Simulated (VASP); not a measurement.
Band structure of Ti (hcp). Calculation: LDA (Ceperley-Alder, Perdew-Zunger), VASP's LDA PAW potentials (set 64) (plane waves; VASP).

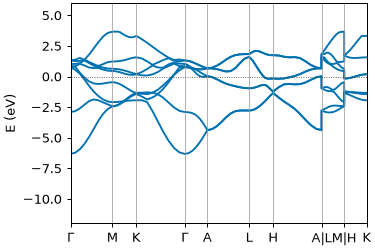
Figure. Bands along high-symmetry lines, zero at the valence-band maximum or, without a gap, the Fermi level

### Question
Read the plot: is there a gap, and where are the band edges?

### Answer
It has no gap at this level: it comes out as a metal or semimetal. (Edges off the drawn lines would not show.)

The compound is Ti in the hcp structure. It was relaxed first, which changed the volume by -9 %.
